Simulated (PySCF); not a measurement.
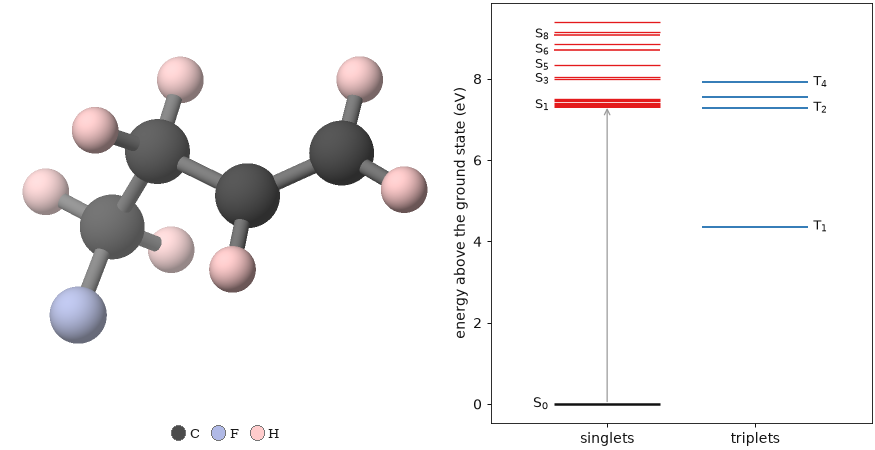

State diagram of C₄H₇F, SMILES C=CCCF. Vertical TDDFT excitations, CAM-B3LYP/def2-SVPD with PySCF 2.14.0, at a PBE0-D3(BJ)/def2-SVP geometry (no frequency check), gas phase. Triplets in the Tamm-Dancoff approximation; only the lowest 10 singlets and 4 triplets were computed. Thicker singlet lines are brighter; the arrow marks the brightest.

### How many of the triplet levels drawn lie below S1?

2 of 4 (T1 4.36 eV, T2 7.28 eV, T3 7.56 eV, T4 7.91 eV; S1 7.35 eV).

### What character does the calculation give T1?

Mainly HOMO → LUMO (73 %).

### What is the vertical gap between S1 and T1?

2.99 eV: S1 at 7.35 eV, T1 at 4.36 eV.

Known limits of this run: states above the negative HOMO energy depend on the basis; one conformer of a flexible molecule; core orbitals are frozen in the response.
